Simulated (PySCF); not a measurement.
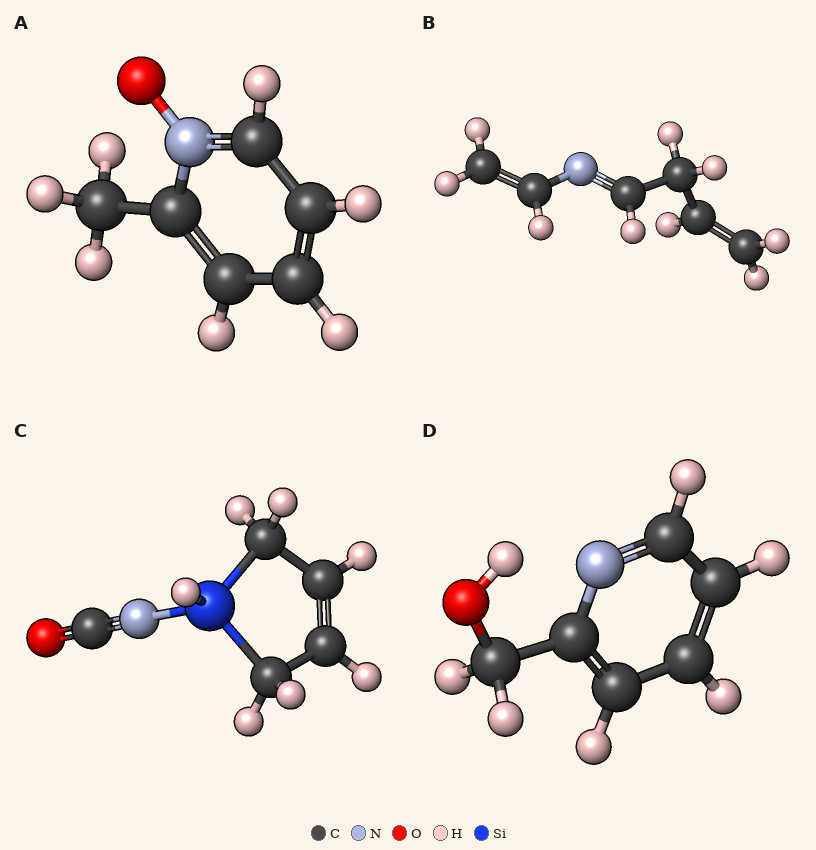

(Drawn from a calculation with PySCF.)

**Match each picture to its SMILES.**
(1) OCc1ccccn1
(2) O=C=N[SiH]1CC=CC1
(3) C=CC/C=N/C=C
(4) Cc1cccc[n+]1[O-]

A is (4), B is (3), C is (2), D is (1).
